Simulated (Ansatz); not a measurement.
# B5Pt: one candidate of a structure search

The task: take a trial cell of B5Pt to zero force and stress.

Computed with Ansatz 0.2.0 (DFT PBE, scalar-relativistic, plane waves, PAW, unless a step's input says otherwise).

**1. The structure to begin with**

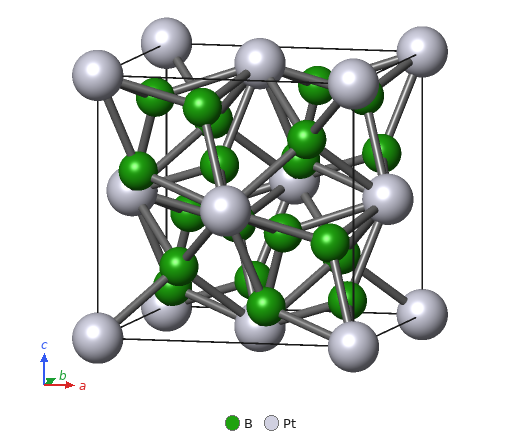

Start, viewed slightly off an axis; boron green, platinum light grey. Atoms on the faces are drawn again on the opposite ones. The cell drawn here is the conventional one.

As a file:

```xyz
6
Lattice="0.0000 2.9625 2.9625 2.9625 0.0000 2.9625 2.9625 2.9625 0.0000" Properties=species:S:1:pos:R:3 pbc="T T T"
B     3.7018    2.2232    3.7018
B     2.2232    2.2232    2.2232
B     4.4437    4.4437    4.4437
B     2.2232    3.7018    3.7018
B     3.7018    3.7018    2.2232
Pt    0.0000    0.0000    0.0000
```

Recipe of the guess: species swapped into a database cell of CaAu5 (F-43m, No. 216), with Pt on the Ca sites and B on the Au sites. Its size is a rough estimate.

**2. The guess as it stands, on a coarse mesh**

File input.yaml:

```yaml
crystal:
  lattice:
    - [0.0, 2.96248925, 2.96248925]
    - [2.96248925, 0.0, 2.96248925]
    - [2.96248925, 2.96248925, 0.0]
  atoms:
    - { symbol: B, position: [0.37521831, 0.87434506, 0.37521831] }
    - { symbol: B, position: [0.37521831, 0.37521831, 0.37521831] }
    - { symbol: B, position: [0.75, 0.75, 0.75] }
    - { symbol: B, position: [0.87434506, 0.37521831, 0.37521831] }
    - { symbol: B, position: [0.37521831, 0.37521831, 0.87434506] }
    - { symbol: Pt, position: [0.0, 0.0, 0.0] }
basis:
  ecutwfc: 420
kpoints:
  mp_grid: { grid: [6, 6, 6] }
hamiltonian:
  xc: pbe
scf:
  occupations: { method: gaussian, width: 0.1 }
  lower_state_search: "off"
output:
  forces: true
  stress: true
  eigenvalues: true
```

The run is started by

```sh
$ ansatz run input.yaml --threads 1 --pin off --max-ram 2560MiB --backend cpu --events-out ev --progress --plain --runs-dir out
```

The session goes on with these runs: rough relaxation on the coarse mesh; relaxation on the finer mesh.

What does the calculation give? Wanted: conventional cell; volume; energy over the elements; gap on the mesh.

As calculated:

```
                              quantity                                                                      value
symmetry at the end (tolerance 0.05 Å)                                                space group F-43m (No. 216)
                     conventional cell  a = 5.832 Å, b = 5.832 Å, c = 5.832 Å, α = 90.00°, β = 90.00°, γ = 90.00°
                                volume                                                               8.26 Å³/atom
              energy over the elements                                                              +1.47 eV/atom
                       gap on the mesh                                                               none (metal)
```

The space group F-43m (No. 216) is kept, and the volume per atom shrinks by 4.7 % from the first guess. With a positive formation energy it can't be a ground state. No finished test with a distortion of lower symmetry is shown, so the end may be a saddle point. Spin-orbit coupling is left out for Pt.
